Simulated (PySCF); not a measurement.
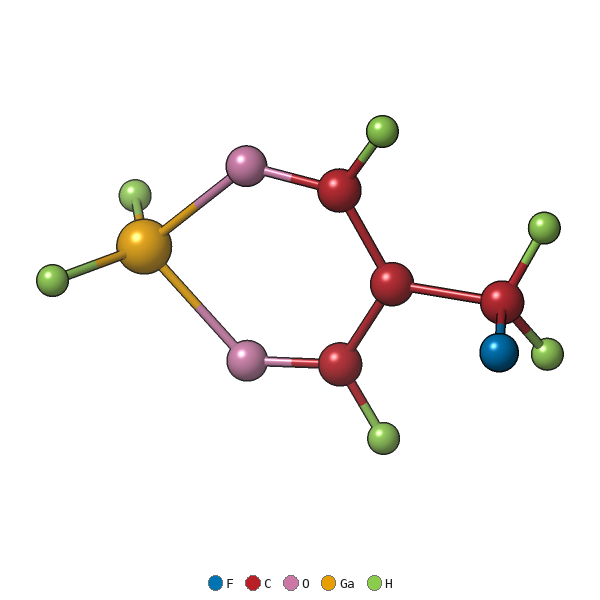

The geometry was computed by an optimisation with GFN2-xTB. No frequency run is at hand to confirm it as a minimum. Properties computed with B3LYP/def2-SVPD, gas phase (PySCF 2.14.0). Excitations: vertical, linear response.

Computed properties:

The species is C4H6FGaO2 (`FCC1=C[O][GaH2-][O+]=C1`).
- dipole moment: 2.46 D
- HOMO energy (Kohn–Sham orbital): −7.30 eV
- LUMO energy (Kohn–Sham orbital): −2.61 eV
- HOMO–LUMO gap: 4.70 eV
- mean static polarisability: 83.7 bohr³
- lowest vertical singlet excitation: 4.18 eV
- its oscillator strength: 0.044
- brightest of the 8 lowest singlets: 5.38 eV
- its oscillator strength: 0.11

The geometry is semi-empirical. Around Ga such bond lengths and angles can be off by a tenth of an ångström or more and by several degrees, and values that hang on the shape move with them.
